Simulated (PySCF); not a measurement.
## WH$_{5}$ (charge −1): frequency calculation

WH$_{5}$, charge −1, multiplicity 3, computed with UKS-based PBE0, W def2-TZVPD with ECP60, H def2-TZVPD; non-relativistic Hamiltonian with a scalar-relativistic core potential; density fitting (PySCF 2.14.0).

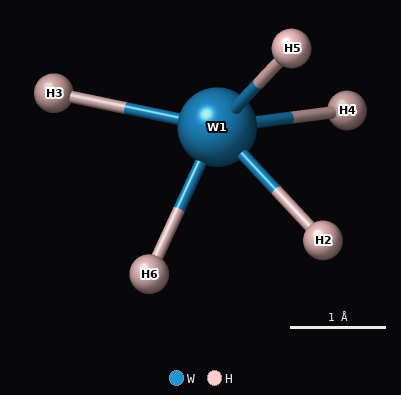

The structure (ball-and-stick view, seen at a tilt; atoms are numbered from 1 in the order of the input). Sticks mark near contacts.

**Key numbers**

| quantity | value |
| --- | --- |
| outcome | converged |
| total energy | −69.992017 hartree |
| ⟨S²⟩ | 2.019 |
| zero-point energy | 0.028656 hartree |
| wavenumbers, lowest and highest | 186 and 1903 cm⁻¹ |
| hardware | 2 threads of Arm Neoverse N1, 60 GiB of memory available, shared host |
| wall time | 3.1 min (CPU time 5.4 min) |
| peak memory | 1.3 GiB |

**Input**
```python
from pyscf import gto, scf, dft
mol = gto.M(atom='''
W      0.001807     0.008919     0.000000
H     -0.000003    -1.728681     0.000000
H     -1.009863     1.537169     0.000000
H      1.129027    -0.379301    -1.267730
H      1.129027    -0.379301     1.267730
H     -1.577963    -0.677871     0.000000''',
    basis={'W': 'def2-TZVPD', 'H': 'def2-TZVPD'},
    ecp={'W': 'def2-TZVPD'},
    charge=-1, spin=2)
mf = dft.UKS(mol, xc='PBE0')
mf.grids.atom_grid = (75, 302)
aux = {'W': 'def2-universal-JKFIT', 'H': 'def2-universal-JKFIT'}
mf = mf.density_fit(auxbasis=aux)
mf.conv_tol = 1e-09
mf.diis_space = 10
mf.max_cycle = 60
mf.verbose = 4
mf.kernel()
```

The script is an equivalent of the set-up of the self-consistent field. The run itself was carried out by a driver, which started from the orbitals of the step before it where there was one and computed the further properties.

Launch command:
```bash
OMP_NUM_THREADS=2 python axn.py task.json out
```

**The program's output**
```
init E= -69.9920171375485
  alpha nocc = 11  HOMO = -0.0065071950437372  LUMO = 0.128438163555286
  beta  nocc = 9  HOMO = -0.0723465967927823  LUMO = 0.117451132516641
  HOMO = -0.00650719504374  LUMO = 0.117451132517  gap/eV = 3.37308
cycle= 1 E= -69.9920171375406  delta_E= 7.82e-12  |g|= 7.64e-06  |ddm|= 1.36e-05
  alpha nocc = 11  HOMO = -0.00650459475110043  LUMO = 0.128440192243066
  beta  nocc = 9  HOMO = -0.0723458286534986  LUMO = 0.117452587906681
  HOMO = -0.0065045947511  LUMO = 0.117452587907  gap/eV = 3.37305
Extra cycle  E= -69.9920171374993  delta_E= 4.13e-11  |g|= 1.15e-05  |ddm|= 1.87e-05
converged SCF energy = -69.9920171374993  <S^2> = 2.0190374  2S+1 = 3.0126649
```

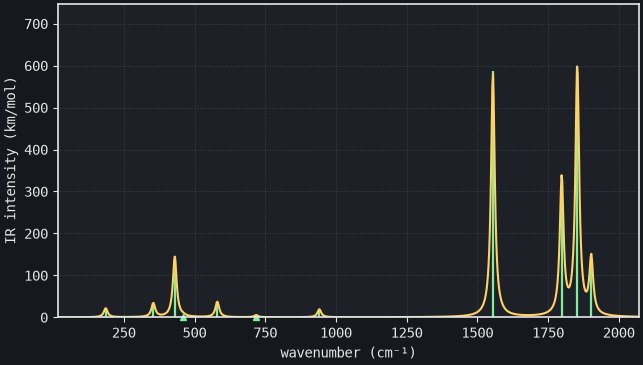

Harmonic infrared spectrum, unscaled: sticks (degenerate modes added up, dark ones marked on the axis) with a Lorentzian envelope of 16 cm⁻¹ full width, scaled to the tallest stick. 12 modes from 186 to 1903 cm⁻¹, none imaginary. The strongest line is at 1853 cm⁻¹ (598 km/mol). All modes, in cm⁻¹ (km/mol): 186 (22), 354 (33), 430 (146), 461 (1.9), 581 (37), 718 (5.1), 941 (19.3), 1555 (587), 1798 (110), 1799 (220), 1853 (598), 1903 (136).

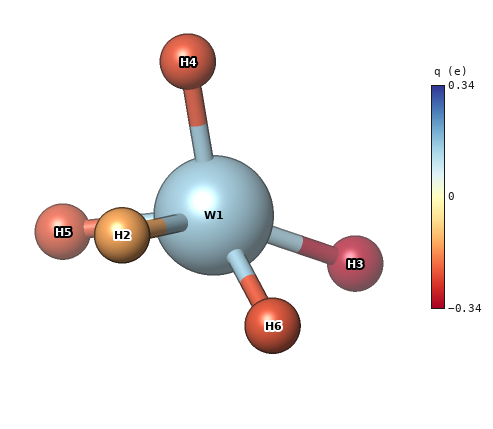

Mulliken charges, as the colour of each atom (ball-and-stick view, seen at an oblique angle; atoms are numbered from 1 in the order of the input). By element: W +0.15 and H −0.32 to −0.14 e.
